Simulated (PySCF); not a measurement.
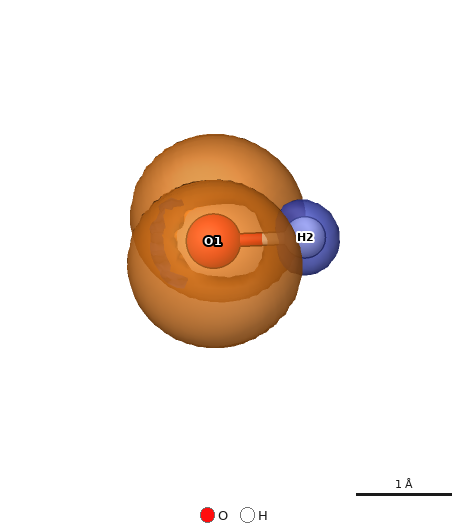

Figure. HO, doublet, SMILES `[OH]`. Spin density ρα − ρβ at ±0.02 e/Å³ (orange: excess α, blue: excess β).

Computed with PySCF, PBE0/def2-SVP, geometry: GFN2-xTB. No frequency check shows the geometry to be a minimum. The stability of the open-shell solution wasn't checked. GFN2-xTB doesn't know the spin state, so this open-shell geometry is rough.

Where is the unpaired spin?

Answer. Hirshfeld spin populations: O1 +0.96 and H2 +0.04. ⟨S²⟩ = 0.75, as for a pure state. The picture also shows regions of β spin from spin polarisation; the Hirshfeld sums, whose atoms overlap, net them against the α spin of neighbours. The density isn't cylindrical: this is one component of a degenerate Π or Δ state.

Cost of the run: 2.2 s on 1 thread of Intel(R) Xeon(R) Platinum 8259CL CPU @ 2.50GHz (Skylake/Cascade Lake) (shared host), peak memory 0.18 GiB.
